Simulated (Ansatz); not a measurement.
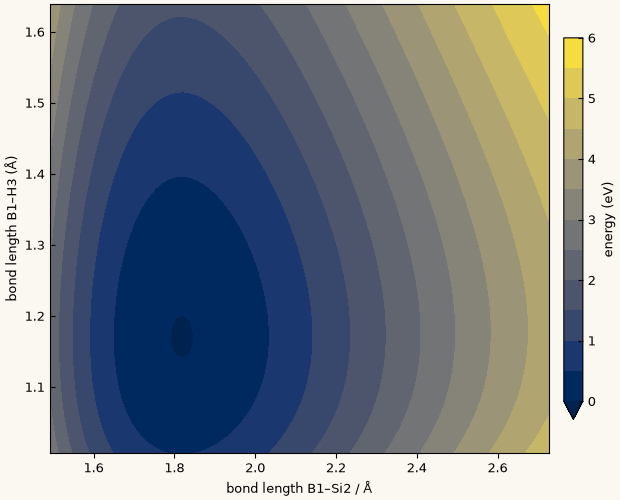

BH₃Si, SMILES B=[SiH2]. 
- Coordinates scanned: (1) bond length B1–Si2; (2) bond length B1–H3.
- Nothing is relaxed (all other coordinates rigid).
- The grid has 15 × 15 points.
- Points are written as (first, second).
- Energies are in eV, from the lowest grid point.
- The reference is spin-restricted, which grows unreliable where a bond is stretched far.
- Computed with RHF/def2-TZVP in Ansatz.

Drawn: filled contours. Between grid points the surface is interpolated.

The lowest grid point is at (1.844 Å, 1.187 Å). No other kind of well shows on this grid. The highest grid point, (2.727 Å, 1.639 Å), lies 5.69 eV above the lowest.

The level of theory is changed to RKS r2SCAN-D4/def2-TZVP in Ansatz 0.2.0; with it change the reference geometry, relaxed at the new level; the new grid has 15 × 15 points, laid about the new relaxed structure.

What will the new map look like?

Answer. The minimum (interpolated where it lies between grid points) moves from about (1.818 Å, 1.170 Å) to about (1.839 Å, 1.181 Å). The curvature at the minimum changes from about 29 to 24 eV/Å² along bond length B1–Si2 and by less than a tenth (about 26) eV/Å² along bond length B1–H3.

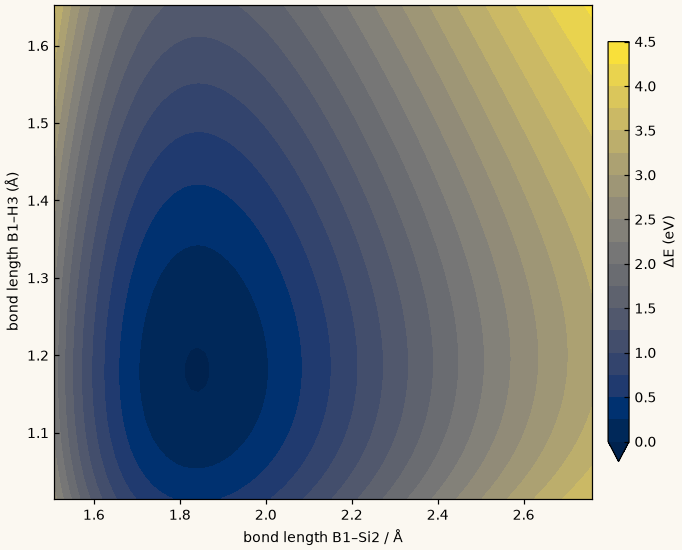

The map after the change, on a colour scale of its own. The picture shows filled contours. Between grid points the surface is interpolated.
